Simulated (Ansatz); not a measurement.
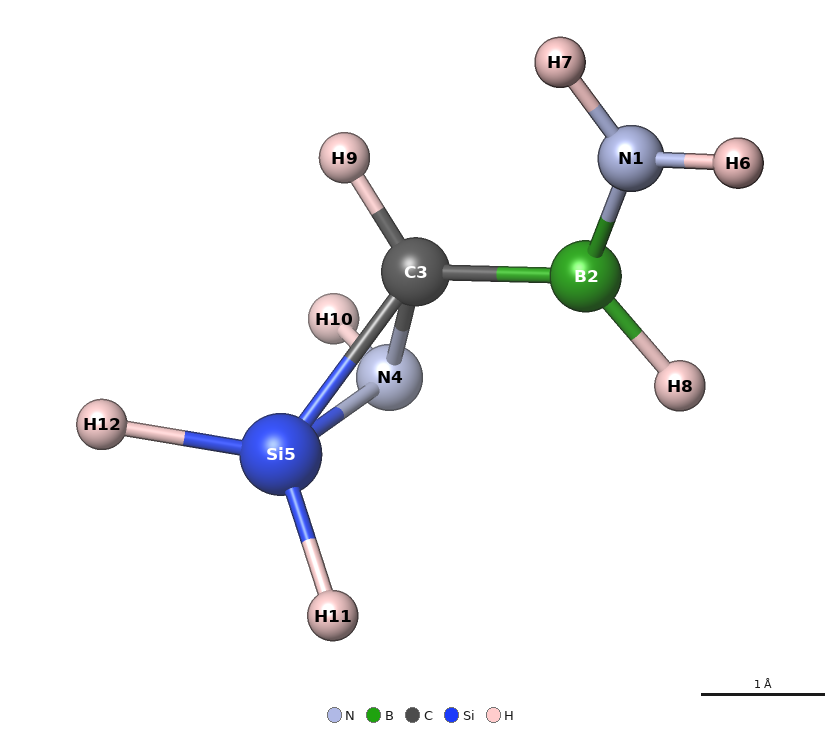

Orthographic view. Depth is shown by fading: the farther an atom, the more it takes the colour of the background. The computed structure is the end point of a PBE0-D4/def2-TZVP optimisation. No frequency run is at hand to confirm it as a minimum.

Write a MOL file (V2000) with the atoms in numerical order, bonds sorted by atom number with the orders drawn, and coordinates in the frame of the picture: x right, y up, z towards the viewer, origin at the mean position.

```
CH7BN2Si
                    3D

 12 12  0  0  0  0  0  0  0  0999 V2000
    1.4800    1.2000    1.2500 N   0  0  0  0  0  0  0  0  0  0  0  0
    1.1100    0.2400    0.3000 B   0  0  0  0  0  0  0  0  0  0  0  0
   -0.2700    0.2700   -0.3800 C   0  0  1  0  0  0  0  0  0  0  0  0
   -0.4900   -0.5800   -1.6100 N   0  0  0  0  0  0  0  0  0  0  0  0
   -1.3700   -1.2100   -0.2700 Si  0  0  0  0  0  4  0  0  0  0  0  0
    2.3500    1.1600    1.7500 H   0  0  0  0  0  0  0  0  0  0  0  0
    0.9000    1.9800    1.5100 H   0  0  0  0  0  0  0  0  0  0  0  0
    1.8700   -0.6500    0.0700 H   0  0  0  0  0  0  0  0  0  0  0  0
   -0.8500    1.2000   -0.3500 H   0  0  0  0  0  0  0  0  0  0  0  0
   -0.9400   -0.1100   -2.3700 H   0  0  0  0  0  0  0  0  0  0  0  0
   -0.9500   -2.5200    0.2600 H   0  0  0  0  0  0  0  0  0  0  0  0
   -2.8300   -0.9700   -0.1500 H   0  0  0  0  0  0  0  0  0  0  0  0
  1  2  1  0
  1  6  1  0
  1  7  1  0
  2  3  1  0
  2  8  1  0
  3  4  1  0
  3  5  1  0
  3  9  1  0
  4  5  1  0
  4 10  1  0
  5 11  1  0
  5 12  1  0
M  END
```
